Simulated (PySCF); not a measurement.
# C4H4O (Furan): the cost of one run

The runs use PySCF 2.14.0, with density-fitted response routines of our own; the level of theory stands in each step. All values are computed, except where a source is named. Atoms count from 0, in the outputs and in this text.

## (1) Starting geometry

9 atoms, charge 0, multiplicity 1; geometry from: GFN2-xTB. The atoms were then displaced at random by about 0.01 Å, so the start is not that level's minimum.

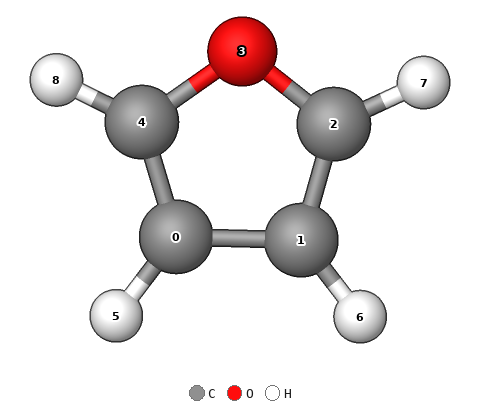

The starting geometry (carbon grey, oxygen red, hydrogen white), atoms numbered.

## (2) Optimising the geometry at PBE0-D3(BJ)/def2-TZVP

What the job is given:

```
{"job": {"xc": "PBE0", "basis": "def2-TZVP", "d3": "d3bj", "grid": 2, "shake": 0.01, "kind": "geom"}, "charge": 0, "multiplicity": 1}
C     -0.828540     0.524120    -0.105840
C      0.521600     0.867640    -0.011390
C      1.157820    -0.317090     0.110060
O      0.340660    -1.334370     0.100010
C     -0.921010    -0.812930    -0.045720
H     -1.670440     1.236900    -0.223570
H      0.974440     1.846880    -0.029670
H      2.232770    -0.549090     0.219540
H     -1.749520    -1.479220    -0.047140
```

Started as:

```console
> OMP_NUM_THREADS=1 python probes_run.py task.json out
```

One launch serves the whole session: the jobs run in the order shown.

Q: Estimate the wall time and peak memory of this first job on 1 thread of Arm Neoverse V1, shared host.

About 97 s, with a peak of 0.78 GiB.
